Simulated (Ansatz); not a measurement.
# SiNH5 (SMILES [SiH3]N): wB97M-V/def2-TZVP

Aim: the energy change on altering one bond length of SiNH5 at wB97M-V/def2-TZVP, from 2 runs. 

Program for the calculation: Ansatz 0.2.0.

55 further runs of the same task are left out: 55 set aside as unsound or not needed.

### 1 Starting point

SiNH5: 7 atoms, total charge 0, spin state singlet. As SMILES, `[SiH3]N`. Geometry: relaxed at PBE0-D4/def2-TZVP.

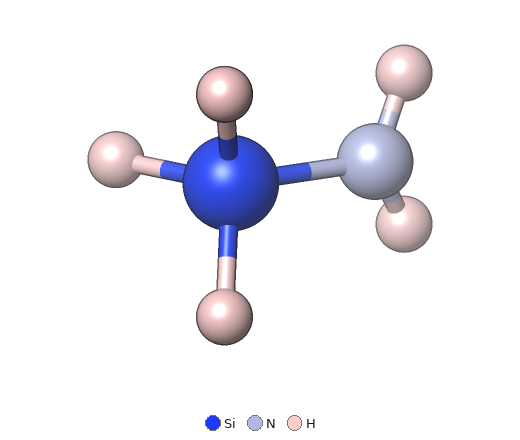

Viewed from a chosen angle; silicon blue, nitrogen light blue, hydrogen pink.

### 2 The energy at wB97M-V/def2-TZVP

The input, molecule.yaml:

```yaml
basis:
  gaussian: {orbitals: def2-TZVP}
crystal:
  periodic: [false, false, false]
  atoms:
    - {symbol: Si, position_ang: [-0.413010, -0.292700, -0.422350]}
    - {symbol: N, position_ang: [0.611760, 0.348670, 0.801280]}
    - {symbol: H, position_ang: [-0.018320, -1.706330, -0.653330]}
    - {symbol: H, position_ang: [-1.813170, -0.217090, 0.068940]}
    - {symbol: H, position_ang: [-0.367930, 0.402730, -1.743970]}
    - {symbol: H, position_ang: [0.391580, 1.238230, 1.219480]}
    - {symbol: H, position_ang: [1.609100, 0.226510, 0.729930]}
hamiltonian: {xc: {name: wB97M-V}}
accuracy: high
output: {orbitals: {seedname: orbitals}}
```

On the command line:

```bash
$ ansatz run molecule.yaml --threads 1 --pin off --max-ram 3480MiB --events-out events.jsonl --progress --plain --runs-dir runs
```

The program printed:

```text
Warning: RAYON_NUM_THREADS=1 ignored (pool sized by the plan → 1); use --threads N
Functional definition: wB97M-V
  name "wB97M-V"
  parameter omega = 0.3/bohr
  parameter cx = 0.15
  parameter cx01 = 1.007
  parameter cx10 = 0.259
  parameter css00 = 0.443
  parameter css04 = -1.437
  parameter css10 = -4.535
  parameter css20 = -3.390
  parameter css43 = 4.278
  parameter cos00 = 1.000
  parameter cos10 = 1.358
  parameter cos20 = 2.924
  parameter cos21 = -8.812
  parameter cos60 = -1.390
  parameter cos61 = 9.142
  parameter b = 6.0
  parameter c = 0.01
  gx(w, u) = 1 - cx + cx01*u + cx10*w
  gss(w, u) = css00 + css04*u^4 + css10*w + css20*w^2 + css43*w^4*u^3
  gos(w, u) = cos00 + cos10*w + (cos20 + cos21*u)*w^2 + (cos60 + cos61*u)*w^6
  exchange = spin_sum(e_x_unif_sr(omega)*gx(b97_w, b97_u_x)) + cx*exact_x_sr(omega) + exact_x_lr(omega)
  correlation = spin_sum(e_c_pw_mod_same_spin*gss(b97_w, b97_u_same))
      + integral(e_c_pw_mod_opposite_spin*gos(b97_w_opposite, b97_u_opposite)) + vv10(b, c)
1820 factors; integrals over basis functions are off by at most 3.8e-9 eV
317 factors; integrals over basis functions are off by at most 2.2e-9 eV
mean field evaluation 1: about -9444.9713 eV, gradient 4.7e1 eV
mean field evaluation 2: about -9444.9213 eV, gradient 4.6e1 eV
mean field evaluation 4: about -9448.9121 eV, gradient 3.1e-1 eV
mean field evaluation 8: about -9448.9145 eV, gradient 1.8e-2 eV
mean field evaluation 16: about -9448.9145 eV, gradient 6.1e-6 eV
mean field -9448.91446804 eV, -347.2412019962 hartree, gradient 1.6e-8 eV, S^2 0.000000; 0 other end points of the search recorded, 0 dependent functions left out
reference -9448.91447269 eV, -347.2412021669 hartree; 13, 13 occupied and 85, 85 virtual orbitals, 1820 factors
Total energy: -9448.91447269 eV, -347.2412021669 hartree
```

Run time: 31 s. Hardware: 1 thread of Arm Neoverse V2, shared host; peak memory 0.44 GiB.

### 3 The distorted shape

The input, job.yaml:

```yaml
crystal:
  periodic: [false, false, false]
  atoms:
    - {symbol: Si, position_ang: [-0.236860, -1.004374, -0.756922]}
    - {symbol: N, position_ang: [0.787910, -0.363004, 0.466708]}
    - {symbol: H, position_ang: [0.157830, -2.418004, -0.987902]}
    - {symbol: H, position_ang: [-1.637020, -0.928764, -0.265632]}
    - {symbol: H, position_ang: [-0.191780, -0.308944, -2.078542]}
    - {symbol: H, position_ang: [0.391580, 1.238230, 1.219480]}
    - {symbol: H, position_ang: [1.785250, -0.485164, 0.395358]}
basis:
  gaussian:
    orbitals: def2-TZVP
magnetization:
  spin_polarized: false
hamiltonian:
  xc: {name: wB97M-V}
accuracy: high
output:
  orbitals: {seedname: orbitals}
```

On the command line:

```bash
$ ansatz run job.yaml --threads 1 --pin off --max-ram 3480MiB --events-out events.jsonl --progress --plain --runs-dir runs
```

The program printed, shortened:

```text
Warning: RAYON_NUM_THREADS=1 ignored (pool sized by the plan → 1); use --threads N
[... 2 set-up lines as earlier in the session ...]
[...]
  gx(w, u) = 1 - cx + cx01*u + cx10*w
  gss(w, u) = css00 + css04*u^4 + css10*w + css20*w^2 + css43*w^4*u^3
  gos(w, u) = cos00 + cos10*w + (cos20 + cos21*u)*w^2 + (cos60 + cos61*u)*w^6
[...]
      + integral(e_c_pw_mod_opposite_spin*gos(b97_w_opposite, b97_u_opposite)) + vv10(b, c)
1836 factors; integrals over basis functions are off by at most 3.7e-9 eV
332 factors; integrals over basis functions are off by at most 2.0e-9 eV
[...]
mean field -9444.89230731 eV, -347.0933903155 hartree, gradient 3.6e-8 eV, S^2 0.000000; 0 other end points of the search recorded, 0 dependent functions left out
reference -9444.89231222 eV, -347.0933904962 hartree; 13, 13 occupied and 85, 85 virtual orbitals, 1836 factors
Total energy: -9444.89231222 eV, -347.0933904962 hartree
```

It took 34 s on 1 thread of Arm Neoverse V2, shared host; peak memory 0.44 GiB.

### 4 Outcome

At wB97M-V/def2-TZVP:

| quantity | value |
| --- | --- |
| first shape: total energy | -347.24120 Eh |
| first shape: HOMO energy | -9.78 eV |
| first shape: LUMO energy | 1.87 eV |
| first shape: HOMO–LUMO gap | 11.65 eV |
| distorted shape: total energy | -347.09339 Eh |
| distorted shape: HOMO energy | -9.64 eV |
| distorted shape: LUMO energy | -1.15 eV |
| distorted shape: HOMO–LUMO gap | 8.49 eV |
| energy change with the N2–H6 bond stretched from 1.007 to 1.813 Å | 4.022 eV |

In words: With the N2–H6 bond stretched from 1.007 to 1.813 Å the energy rises by 4.02 eV (93 kcal/mol). The first shape isn't relaxed at this level, so the change isn't measured from a minimum. A restricted reference can't describe the breaking bond well at this length.
